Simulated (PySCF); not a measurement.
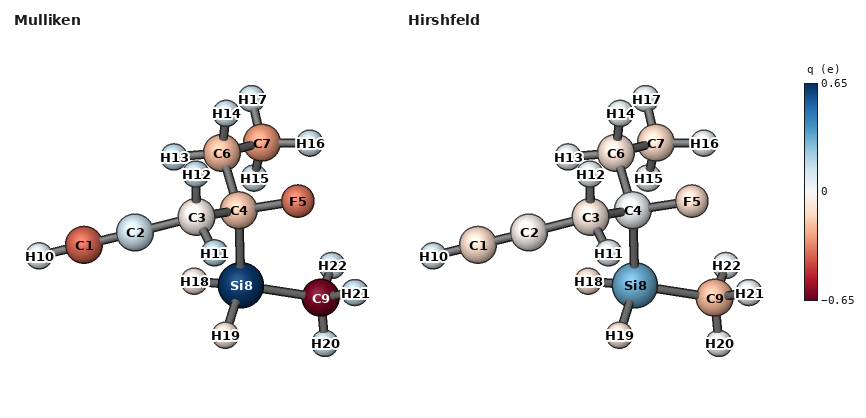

Atomic charges of one calculation by 2 schemes, on one colour scale. The geometry was computed by an optimisation with GFN2-xTB. No frequency run is at hand to confirm it as a minimum. Level of theory: PBE0/pcSseg-1 (PySCF 2.14.0).

Question: Which scheme gives the most polar picture (largest mean size of the charges)?

Answer: The Mulliken charges are the largest in size here.

Question: On which atom do the schemes disagree most?

Answer: On C9 (from −0.62 to −0.21 e).

List the charges (e), one line for each set of equivalent atoms.

| atom | Mulliken | Hirshfeld |
| --- | --- | --- |
| C1 | −0.38 | −0.11 |
| C2 | 0.12 | −0.03 |
| C3 | −0.04 | −0.07 |
| C4 | −0.18 | 0.03 |
| F5 | −0.34 | −0.11 |
| C6 | −0.20 | −0.08 |
| C7 | −0.28 | −0.12 |
| Si8 | 0.63 | 0.33 |
| C9 | −0.62 | −0.21 |
| H10 | 0.04 | 0.09 |
| H11 | 0.17 | 0.06 |
| H12 | 0.15 | 0.06 |
| H13 | 0.14 | 0.04 |
| H14 | 0.12 | 0.04 |
| H15 | 0.13 | 0.04 |
| H16 | 0.13 | 0.04 |
| H17 | 0.12 | 0.04 |
| H18 | −0.06 | −0.08 |
| H19 | −0.07 | −0.08 |
| H20 | 0.14 | 0.04 |
| H21 | 0.15 | 0.04 |
| H22 | 0.14 | 0.04 |

The geometry is semi-empirical. Around Si such bond lengths and angles can be off by a tenth of an ångström or more and by several degrees, and values that hang on the shape move with them.
